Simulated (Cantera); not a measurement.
Feed: 1 mol SiC, 2.4 mol N2O, 3.1 mol N2, 0.92 mol CO2, held at 285 Torr.

Equilibrium computed with Cantera from the NASA thermochemical tables; the gas is ideal and each condensed phase is pure. Candidate condensed phases: C, Si, SiC, SiO2, Si2N2O, Si3N4; 34 gas species. The tables hold silica as quartz up to 1696 K and as liquid above; real silica turns to tridymite and cristobalite and melts near 1996 K. Equilibrium is a limit: real reactors are often held back by kinetics, nucleation or transport.

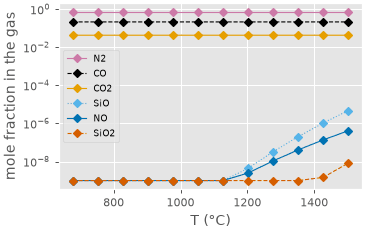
Figure. Equilibrium gas composition (values under 1e-9 drawn at 1e-9)

From 677 °C to 1352 °C the condensed part is SiO2(β-quartz). From 1427 °C to 1502 °C the condensed part is SiO2(condensed).
